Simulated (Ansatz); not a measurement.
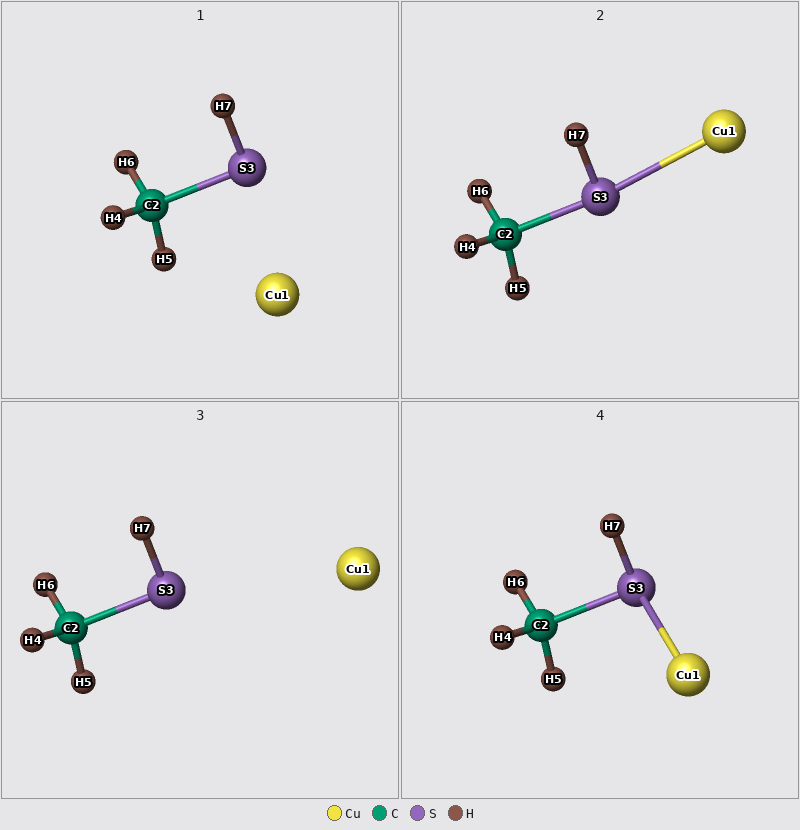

CH₄CuS, charge +1. The turn is about an axis along (−1.00, −0.00, 0.07) in the frame of the relaxed pair, normal to the line between the partners. First axis: distance S3···Cu1. Second axis: turn of Cu1 about S3. The scan uses a 15 × 15 grid. At 14 points there is no value (left out of the scan, as a rule where atoms come close). Points are written as (first, second). Energies are in kcal/mol, from the lowest grid point. These are results of RHF/def2-SVPD (Ansatz 0.2.0), not measurements.

The numbered pictures are structures from this grid.

> Which is the most stable, and how do the others follow?

4, at (2.460 Å, 0.0°): 0.0 kcal/mol; 1, at (2.995 Å, 12.9°): 10.1 kcal/mol; 2, at (2.460 Å, −77.1°): 17.3 kcal/mol; 3, at (3.865 Å, −51.4°): 26.0 kcal/mol.

The map, with the structures marked:

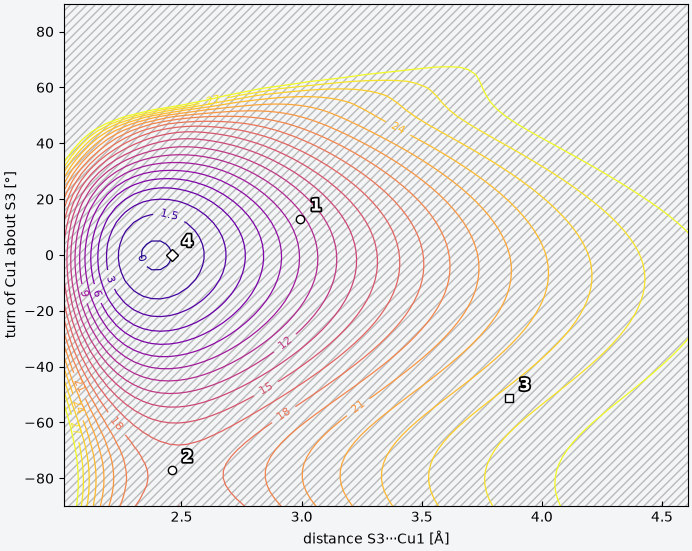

In the figure: contour lines labelled in kcal/mol (none above 28.5), hatched blanks where no value was computed. Between grid points the surface is interpolated.
